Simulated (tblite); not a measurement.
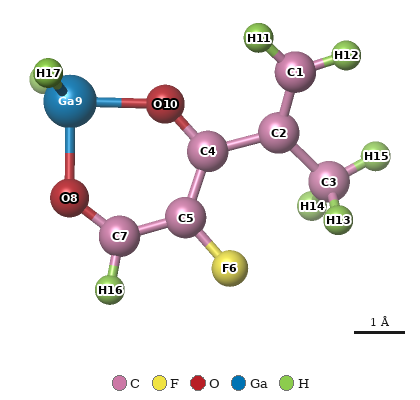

**Figure 1.** The structure (ball-and-stick view, seen on its broad side; atoms are numbered from 1 in the order of the input). Sticks mark near contacts. Bond lengths as drawn: C–C 1.34 to 1.50 Å, C–F 1.36 Å, C–H 1.08 to 1.10 Å, C–O 1.27 to 1.28 Å, Ga–H 1.53 to 1.54 Å and Ga–O 1.91 to 1.94 Å.

## Frequency calculation, with input and output: C6H8FGaO2

System: C6H8FGaO2, SMILES C=C(C)C1=C(F)C=[O+][GaH2-][O]1.
Method: GFN2-xTB harmonic vibrations, gas phase (tblite 0.8.0).

It belongs to a series of runs on one base structure; here: H on C replaced by isopropenyl.

Output
```
mode    cm-1     km/mol
  1      35.3      0.17
  2      59.8      0.42
  3      79.1      1.08
  4     154.4      0.57
  5     200.3     31.20
  6     205.4      0.71
  7     261.1      0.55
  8     264.0      4.08
  9     295.2      9.60
 10     317.3      6.31
 11     331.1     19.25
 12     345.4      0.49
 13     387.8      6.17
 14     413.3     18.26
 15     431.1    136.12
 16     451.3     29.69
 17     501.6     98.96
 18     540.7      5.51
 19     607.9      9.47
 20     634.0     25.24
 21     685.7    259.26
 22     718.8      9.41
 23     743.5      5.04
 24     883.3      1.54
 25     915.4     31.00
 26     943.3      0.77
 27    1028.4      8.77
 28    1036.6      6.05
 29    1064.5     34.04
 30    1222.6    201.17
 31    1272.0     25.73
 32    1312.4    268.79
 33    1351.0    215.96
 34    1384.0      7.76
 35    1405.2     21.22
 36    1433.7    549.30
 37    1472.7      7.51
 38    1479.4     28.55
 39    1581.9    531.81
 40    1655.1      1.58
 41    1764.2    674.19
 42    1783.7     43.07
 43    2885.5     24.26
 44    3026.2      6.42
 45    3043.6      7.40
 46    3053.3     19.13
 47    3106.3      1.29
 48    3141.6     16.40
```

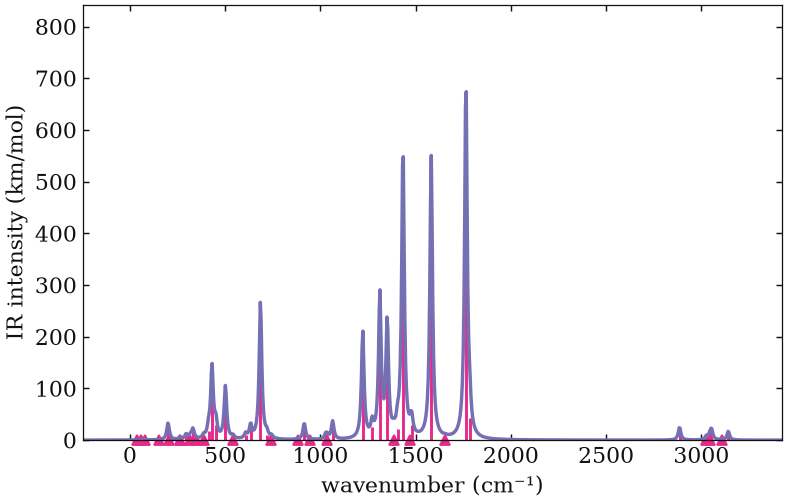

**Figure 2.** Harmonic infrared spectrum, unscaled: sticks (degenerate modes added up, dark ones marked on the axis) with a Lorentzian envelope of 16 cm⁻¹ full width, scaled to the tallest stick. 48 modes from 35 to 3142 cm⁻¹, none imaginary. The strongest line is at 1764 cm⁻¹ (674 km/mol).

This output came from the following input.

Input
```
{"job": {"kind": "ir", "xc": "GFN2-xTB", "basis": "xTB"}, "charge": 0, "multiplicity": 1}
C     -1.694317     1.687378     0.357369
C     -1.381942     0.423002     0.063021
C     -2.424933    -0.610312    -0.227545
C      0.048683     0.059235     0.028326
C      0.547603    -1.036203    -0.699343
F     -0.292222    -1.814649    -1.431894
C      1.886822    -1.376936    -0.782143
O      2.851650    -0.791813    -0.205008
Ga     2.754947     0.766542     0.954339
O      0.860882     0.802066     0.682755
H     -0.929415     2.420880     0.550651
H     -2.717011     2.020277     0.395125
H     -2.464530    -0.829604    -1.292934
H     -2.206753    -1.539452     0.293734
H     -3.399977    -0.247552     0.085855
H      2.130485    -2.238799    -1.417621
H      3.380996     1.968026     0.231522
H      3.040272     0.344232     2.402135
```

The first line tells a small driver script what to run in tblite; the rest is the geometry in Å.

Launched with:
```bash
OMP_NUM_THREADS=1 python <driver script> task.json out
```

Results in brief

- outcome: converged
- total energy: −843.7377 eV
- zero-point energy: 74.2090 kcal/mol
- hardware: 1 CPU thread, shared host
- wall time: 0.8 s
- peak memory: 0.18 GiB
